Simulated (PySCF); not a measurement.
SMILES C#CCCBr at its PBE/def2-SVP optimised geometry (Å):

```
10

C      2.0390    -0.7663     0.0000
C      0.8163    -0.7663     0.0000
C     -0.6448    -0.7220    -0.0061
C     -1.1578     0.7072    -0.2199
Br    -3.1199     0.7664    -0.2363
H      3.1199    -0.7808     0.0016
H     -1.0427    -1.1201     0.9525
H     -1.0436    -1.3834    -0.8055
H     -0.8309     1.3834     0.5913
H     -0.8236     1.1195    -1.1897
```

Method: PBE/def2-TZVP (PySCF). Cells within 0.4 Å of a nucleus heavier than hydrogen are left out (blank, or x).

Map of the Laplacian of the electron density (e/bohr⁵), clipped to [-1.50, 1.50] on the plane z = 0.0 Å:

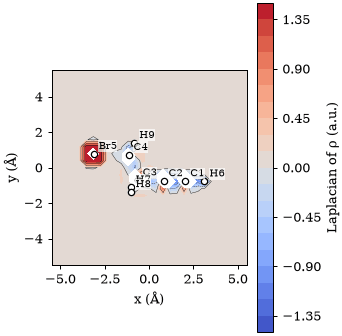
*Laplacian of the electron density (e/bohr⁵), clipped to [-1.50, 1.50] on the plane z = 0.0 Å.*
